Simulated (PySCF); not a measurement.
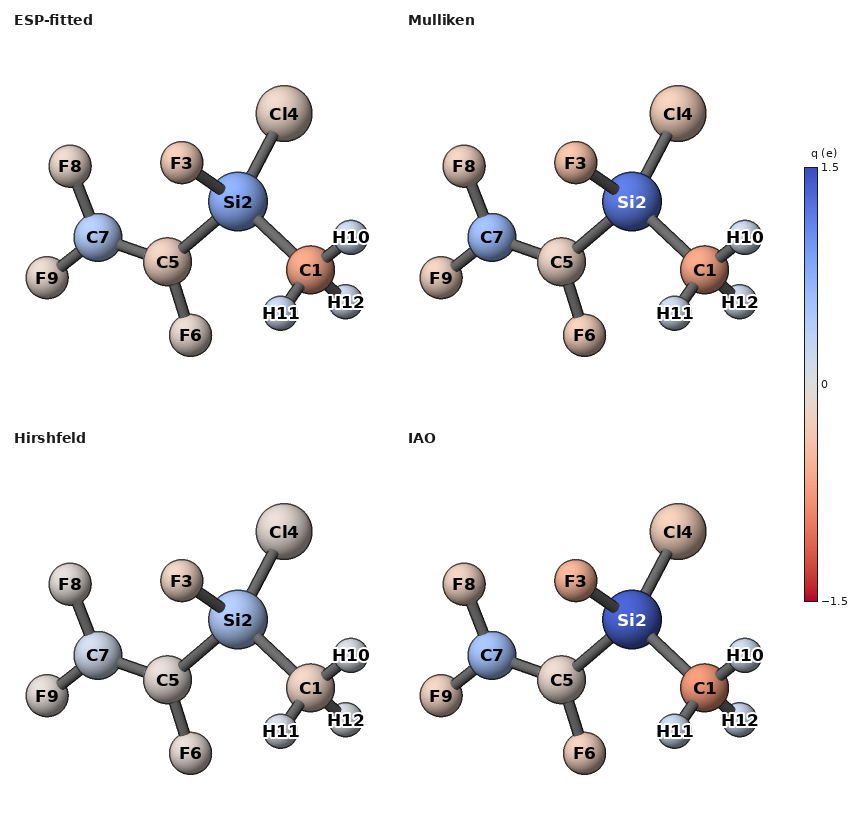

Atomic charges of one calculation by 4 schemes, on one colour scale. The geometry was computed by an optimisation with GFN2-xTB. No frequency run is at hand to confirm it as a minimum. Level of theory: PBE0/pcSseg-1 (PySCF 2.14.0).

Question. On which atom do the schemes disagree most?

Answer. On Si2 (from 0.44 to 1.33 e).

List the charges (e), one line for each set of equivalent atoms.

```csv
atom,ESP-fitted,Mulliken,Hirshfeld,IAO
C1,−0.63,−0.65,−0.21,−0.75
Si2,0.73,1.15,0.44,1.33
F3,−0.29,−0.40,−0.20,−0.53
Cl4,−0.17,−0.27,−0.09,−0.27
C5,−0.23,−0.18,−0.07,−0.13
F6,−0.11,−0.28,−0.09,−0.26
C7,0.41,0.59,0.16,0.54
F8,−0.15,−0.23,−0.05,−0.23
F9,−0.12,−0.23,−0.06,−0.22
H10,0.18,0.16,0.06,0.17
H11,0.20,0.16,0.06,0.18
H12,0.17,0.16,0.05,0.18
```

The geometry is semi-empirical. Around Si such bond lengths and angles can be off by a tenth of an ångström or more and by several degrees, and values that hang on the shape move with them.
